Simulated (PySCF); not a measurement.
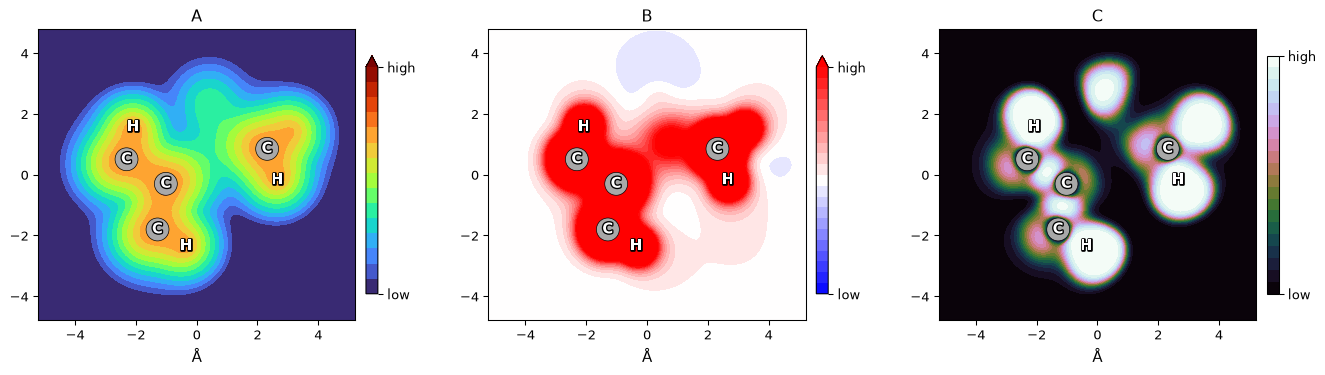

C$_{4}$H$_{16}$N$_{2}$OSi$_{2}$: 3 fields on the plane of atoms C1, C2 and C3, with unlabelled colour scales. Grey discs cover the atomic cores.

Geometry: GFN2-xTB.

These are results of PBE0/pcSseg-1, SCF density, gas phase, non-relativistic (PySCF), not measurements.

Match the panels to the quantities (electron density, electron localisation function and electrostatic potential).

Panel A: electron density. Panel B: electrostatic potential (strongly positive close to the atoms and fading to about zero outside). Panel C: electron localisation function. From the grid: C–C (1.53 Å): the density is about 1.7 e/Å³ at the midpoint; the ELF peaks at about 0.95 between the atoms; localised, covalent bonding.
